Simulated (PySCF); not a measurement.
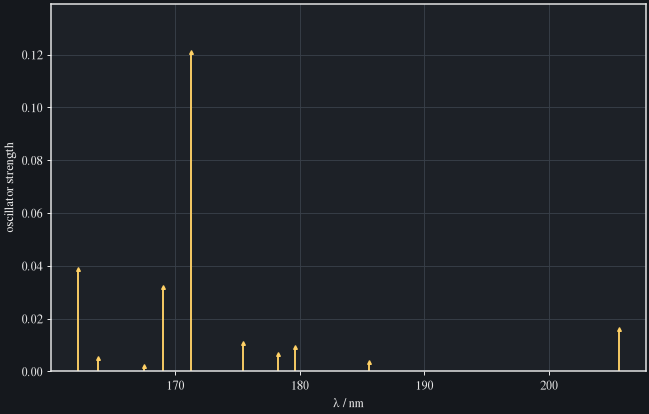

Vertical TDDFT excitations, PBE0/aug-cc-pVDZ in PySCF, at a PBE0-D3(BJ)/def2-SVP geometry (no frequency check), gas phase. Only the first 10 singlet excitations are included.

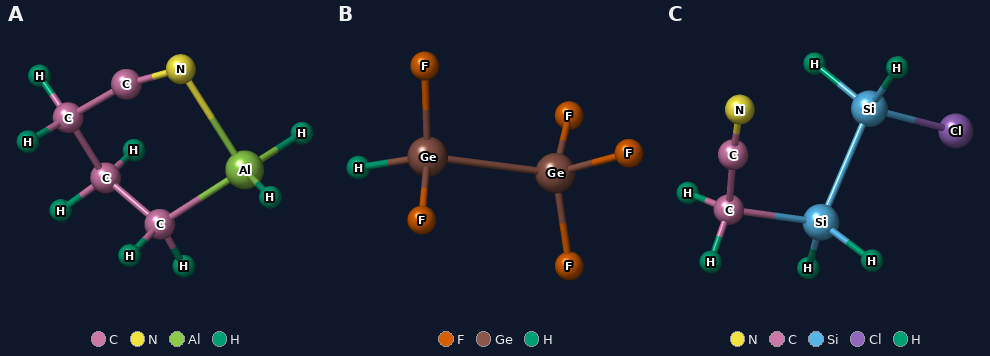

Which molecule gives this spectrum? Choose among the lettered structures.

Structure C, C₂H₆ClNSi₂, SMILES N#CC[SiH2][SiH2]Cl. Its lowest singlet lies at 6.03 eV (f = 0.016) and the brightest of those computed is S6 at 7.24 eV (171 nm), f = 0.121, mainly HOMO → LUMO+3 (58 %).

Caveats: one conformer of a flexible molecule; core orbitals are frozen in the response.
